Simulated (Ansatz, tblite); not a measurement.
# SiH(NHMe)3 (C3H13N3Si): which spin state is lowest

Is the singlet the ground state of SiH(NHMe)3 (C3H13N3Si)? Other spin states are computed and compared level by level.

The runs use Ansatz 0.2.0, Gaussian basis; as each input shows.

The runs, in order: triplet, at the geometry of the singlet (GFN1-xTB, GFN2-xTB, PBE0-D4/def2-TZVP, PBE-D4/def2-TZVP, r2SCAN-D4/def2-TZVP); the singlet's energies come from earlier runs.

2 further runs of the same task are left out: 2 set aside as unsound or not needed.

## (1) The geometry

The geometry is that of the singlet, from an earlier relaxation (r2SCAN-D4/def2-SVP).

20 atoms, charge 0, spin multiplicity 1.

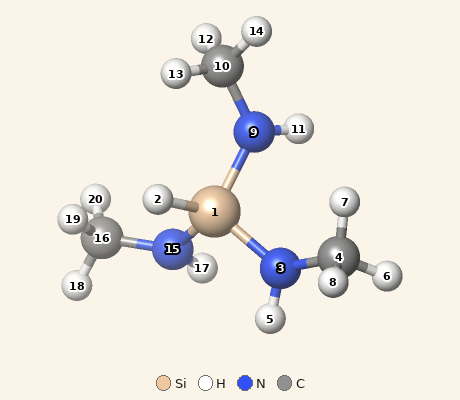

The geometry (silicon light orange, hydrogen white, nitrogen blue, carbon grey); atoms are numbered from 1 in the order of the file.

Geometry (Å):

| atom | x (Å) | y (Å) | z (Å) |
| --- | --- | --- | --- |
| Si1 | 0.1956 | -0.2283 | 0.2117 |
| H2 | -0.0941 | -0.3921 | 1.6743 |
| N3 | 1.8083 | -0.0352 | -0.3754 |
| C4 | 2.6231 | 1.1592 | -0.3107 |
| H5 | 2.3400 | -0.8918 | -0.5026 |
| H6 | 3.1690 | 1.3415 | -1.2554 |
| H7 | 1.9714 | 2.0286 | -0.1343 |
| H8 | 3.3726 | 1.1397 | 0.5054 |
| N9 | -0.5904 | 1.2694 | -0.1726 |
| C10 | -1.7307 | 1.8381 | 0.5133 |
| H11 | -0.4335 | 1.6599 | -1.0985 |
| H12 | -2.6986 | 1.6523 | 0.0057 |
| H13 | -1.8083 | 1.4015 | 1.5220 |
| H14 | -1.6326 | 2.9315 | 0.6452 |
| N15 | -0.2823 | -1.7515 | -0.4655 |
| C16 | -1.3213 | -2.6179 | 0.0479 |
| H17 | -0.0605 | -1.9181 | -1.4441 |
| H18 | -1.0437 | -3.6856 | -0.0260 |
| H19 | -1.4833 | -2.4050 | 1.1170 |
| H20 | -2.3009 | -2.4963 | -0.4575 |

## (2) Triplet at the fixed geometry, GFN1-xTB

Tight binding, by tblite at 300 K electronic temperature and without a spin-polarisation term:

```python
tblite.interface.Calculator('GFN1-xTB', numbers, positions, charge=0, uhf=2).singlepoint()
```

Energy -670.5902 eV; 0.026 s.

## (3) Triplet at the fixed geometry, GFN2-xTB

Tight binding, by tblite at 300 K electronic temperature and without a spin-polarisation term:

```python
tblite.interface.Calculator('GFN2-xTB', numbers, positions, charge=0, uhf=2).singlepoint()
```

Energy -635.2121 eV; 0.018 s.

## (4) Triplet at the fixed geometry, PBE0-D4/def2-TZVP

File in.yaml:

```yaml
crystal:
  periodic: [false, false, false]
  atoms:
    - {symbol: Si, position_ang: [0.195623, -0.228288, 0.211744]}
    - {symbol: H, position_ang: [-0.094093, -0.392072, 1.674268]}
    - {symbol: N, position_ang: [1.808306, -0.035232, -0.375404]}
    - {symbol: C, position_ang: [2.623119, 1.159232, -0.310689]}
    - {symbol: H, position_ang: [2.340045, -0.891789, -0.502550]}
    - {symbol: H, position_ang: [3.169039, 1.341538, -1.255395]}
    - {symbol: H, position_ang: [1.971438, 2.028591, -0.134306]}
    - {symbol: H, position_ang: [3.372568, 1.139692, 0.505394]}
    - {symbol: N, position_ang: [-0.590403, 1.269356, -0.172613]}
    - {symbol: C, position_ang: [-1.730687, 1.838139, 0.513291]}
    - {symbol: H, position_ang: [-0.433466, 1.659944, -1.098533]}
    - {symbol: H, position_ang: [-2.698649, 1.652257, 0.005711]}
    - {symbol: H, position_ang: [-1.808319, 1.401481, 1.522050]}
    - {symbol: H, position_ang: [-1.632581, 2.931494, 0.645190]}
    - {symbol: N, position_ang: [-0.282258, -1.751464, -0.465542]}
    - {symbol: C, position_ang: [-1.321252, -2.617907, 0.047933]}
    - {symbol: H, position_ang: [-0.060544, -1.918051, -1.444134]}
    - {symbol: H, position_ang: [-1.043692, -3.685603, -0.025990]}
    - {symbol: H, position_ang: [-1.483263, -2.404976, 1.117041]}
    - {symbol: H, position_ang: [-2.300922, -2.496342, -0.457466]}
basis:
  gaussian: {orbitals: def2-TZVP}
magnetization: {spin_polarized: true, initial_magnetization: 2}
hamiltonian: {xc: pbe0, dispersion: d4}
scf: {omitted_lower_state_checks: [starts]}
output: {orbitals: {seedname: orbitals}}
```

On the command line:

```
$ ansatz run in.yaml --threads 4 --pin off --events-out ev --progress --plain --max-ram 4787MiB
```

Log:

```text
Functional definition: PBE0
  name "PBE0"
  cite "Adamo & Barone, J. Chem. Phys. 110, 6158 (1999) doi:10.1063/1.478522"
  cite "Perdew, Burke & Ernzerhof, Phys. Rev. Lett. 77, 3865 (1996) doi:10.1103/PhysRevLett.77.3865"
  parent pbe
  parameter a = 0.25
  parameter kappa = 0.804
  parameter beta = 0.06672455060314922
  exchange = (1 - a)*pbe_x(kappa = kappa, mu = beta*pi^2/3) + a*exact_x
  correlation = pbe_c(beta = beta)
these checks for a lower state are left out or cut short: starts
1845 factors; their error is unknown
mean field evaluation 1: about -15639.2495 eV, gradient 6.3e1 eV
mean field evaluation 2: about -15619.3759 eV, gradient 8.7e1 eV
mean field evaluation 4: about -15655.3775 eV, gradient 1.9e1 eV
mean field evaluation 8: about -15657.3576 eV, gradient 1.1e0 eV
mean field evaluation 16: about -15657.5633 eV, gradient 1.6e-2 eV
mean field -15657.56330724 eV, -575.4048384636 hartree, gradient 7.7e-6 eV, S^2 2.009347; 0 other end points of the search recorded, 0 dependent functions left out
reference -15657.56335486 eV, -575.4048402133 hartree; 34, 32 occupied and 267, 269 virtual orbitals, 1845 factors
Total energy: -15657.94449691 eV, -575.4188469256 hartree
Checks for a lower state left out: starts
```

It took 27 s on 4 threads of Intel Xeon at 2.70GHz, shared host; peak memory 1.2 GiB.

From the report: HOMO -0.88 eV, LUMO -4.89 eV (over both spins; with the spin held, an empty level of the minority spin lies below the top filled one); ⟨S²⟩ 2.009 (pure: 2.00).

## (5) Triplet at the fixed geometry, PBE-D4/def2-TZVP

start.molden holds the orbitals of an earlier run on this state, given as this run's starting guess.

in.yaml: that of step 4 with these lines changed.

```diff
@@ -24,5 +24,5 @@
 basis:
-  gaussian: {orbitals: def2-TZVP}
+  gaussian: {orbitals: def2-TZVP, initial_orbitals: start.molden}
 magnetization: {spin_polarized: true, initial_magnetization: 2}
-hamiltonian: {xc: pbe0, dispersion: d4}
+hamiltonian: {xc: pbe, dispersion: d4}
 scf: {omitted_lower_state_checks: [starts]}
```

Launched as before.

Log:

```text
Functional definition: PBE
  name "PBE"
  cite "Perdew, Burke & Ernzerhof, Phys. Rev. Lett. 77, 3865 (1996) doi:10.1103/PhysRevLett.77.3865"
  parent pbe
  parameter kappa = 0.804
  parameter beta = 0.06672455060314922
  exchange = pbe_x(kappa = kappa, mu = beta*pi^2/3)
  correlation = pbe_c(beta = beta)
these checks for a lower state are left out or cut short: starts
1829 factors; their error is unknown
mean field evaluation 1: about -15656.0944 eV, gradient 8.6e0 eV
mean field evaluation 2: about -15656.3546 eV, gradient 5.8e-1 eV
mean field evaluation 4: about -15656.4227 eV, gradient 2.9e-2 eV
mean field evaluation 8: about -15656.3702 eV, gradient 3.3e-5 eV
mean field evaluation 16: about -15656.3702 eV, gradient 1.3e-4 eV
mean field -15656.37016167 eV, -575.3609911726 hartree, gradient 4.2e-6 eV, S^2 2.003357; 0 other end points of the search recorded, 0 dependent functions left out
reference -15656.37022583 eV, -575.3609935304 hartree; 34, 32 occupied and 267, 269 virtual orbitals, 1829 factors
Total energy: -15656.81712071 eV, -575.3774166142 hartree
Checks for a lower state left out: starts
```

Run time: 16 s. Hardware: 4 threads of Intel Xeon at 2.70GHz, shared host.

From the report: HOMO -0.42 eV, LUMO -5.63 eV (over both spins; with the spin held, an empty level of the minority spin lies below the top filled one); ⟨S²⟩ 2.003 (pure: 2.00).

## (6) Triplet at the fixed geometry, r2SCAN-D4/def2-TZVP

in.yaml: that of step 5 with these lines changed.

```diff
@@ -26,3 +26,3 @@
 magnetization: {spin_polarized: true, initial_magnetization: 2}
-hamiltonian: {xc: pbe, dispersion: d4}
+hamiltonian: {xc: r2scan, dispersion: d4}
 scf: {omitted_lower_state_checks: [starts]}
```

Same command.

Log, shortened:

```text
Functional definition: r2SCAN
  name "r2SCAN"
  cite "Furness, Kaplan, Ning, Perdew & Sun, J. Phys. Chem. Lett. 11, 8208 (2020) doi:10.1021/acs.jpclett.0c02405"
  cite "Furness, Kaplan, Ning, Perdew & Sun, J. Phys. Chem. Lett. 11, 9248 (2020) doi:10.1021/acs.jpclett.0c03077"
  parent r2scan
[...]
1829 factors; their error is unknown
[...]
mean field -15665.07865919 eV, -575.6810225535 hartree, gradient 5.0e-6 eV, S^2 2.009939; 0 other end points of the search recorded, 0 dependent functions left out
reference -15665.07868068 eV, -575.6810233435 hartree; 34, 32 occupied and 267, 269 virtual orbitals, 1829 factors
Total energy: -15665.20245101 eV, -575.6855718191 hartree
Checks for a lower state left out: starts
```

Wall time 35 s (4 threads of Intel Xeon at 2.70GHz, shared host); peak memory 1.3 GiB.

From the report: HOMO -0.40 eV, LUMO -5.52 eV (over both spins; with the spin held, an empty level of the minority spin lies below the top filled one); ⟨S²⟩ 2.010 (pure: 2.00).

## (7) Triplet less singlet, vertical

The singlet's energies are those of its earlier runs, whose logs aren't repeated here.

| level | triplet less singlet, vertical (kcal/mol) | time |
| --- | --- | --- |
| GFN1-xTB | +150.7 | 0.045 s |
| GFN2-xTB | +152.0 | 0.031 s |
| PBE-D4/def2-TZVP | +120.7 | 20 s |
| r2SCAN-D4/def2-TZVP | +127.3 | 42 s |
| PBE0-D4/def2-TZVP | +133.5 | 33 s |

Times add the two runs; a level without a time comes out of a correlated run. Tight binding without a spin term can't rank spin states.

## (8) Outcome

| quantity | value |
| --- | --- |
| triplet less singlet, vertical, functionals in def2-TZVP | +120.7 (PBE-D4) to +133.5 kcal/mol (PBE0-D4) |

All functionals put the triplet above the singlet, over a spread of 12.9 kcal/mol. The checks for a lower triplet were left out, so another state of that spin may lie lower. These are electronic energies, without zero-point motion, entropy or surroundings.
